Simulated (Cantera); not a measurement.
A closed system holds: 1 mol AlCl3, a varied amount of N2, at 2198 K and 1.33 mbar.

Cantera equilibrium calculation (NASA polynomials, part measured and part estimated; ideal gas, pure solids and liquids). Candidate condensed phases: Al, AlCl3, AlN; 11 gas species. The tables' values for AlCl2 are old estimates; treat these amounts as uncertain. Kinetics and transport are ignored.

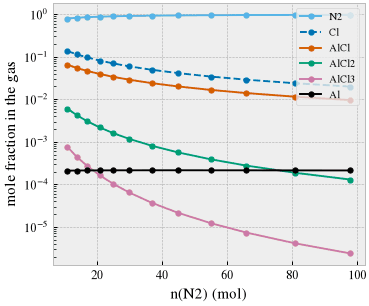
Fig. 1. Equilibrium gas composition (values under 1e-9 drawn at 1e-9)

From 11 mol N2 to 98 mol N2 nothing is condensed. The main Al-bearing gas is AlCl throughout.
